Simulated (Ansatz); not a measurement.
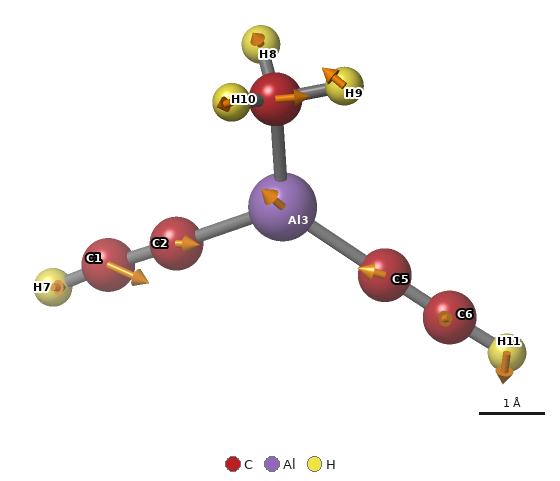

This is a relaxation of C₅H₅Al (coarse preliminary run). The starting structure is drawn; orange arrows show the displacements, 10 times their true length. The two geometries are superimposed by the best rigid fit.

A ball-and-stick model, seen from a free direction.

The start comes from a force field.

The calculation used RKS PBE-D4/def2-SVP in Ansatz 0.2.0. Settings: force threshold 0.03 eV/Å; at most 200 steps.

Q: Describe the change and its energy.

A: The atom that moves furthest after the best rigid fit is a C atom (0.076 Å). By element the largest moves are C 0.076 Å, H 0.059 Å, Al 0.051 Å. Some distances before and after: C–H 1.187 → 1.109 Å, C–H 1.033 → 1.083 Å, Al–C 1.962 → 1.917 Å, C–H 1.073 → 1.111 Å. Bond angles that change, for instance: H–C–H 111.2° → 106.1°, Al–C–H 108.0° → 112.8°, C–C–H 175.5° → 179.7°. The energy falls by 30.4 kJ/mol in 3 geometry steps. The largest force component goes from 3.9 to 0.014 eV/Å. The run took about 11 core-seconds on a shared host.
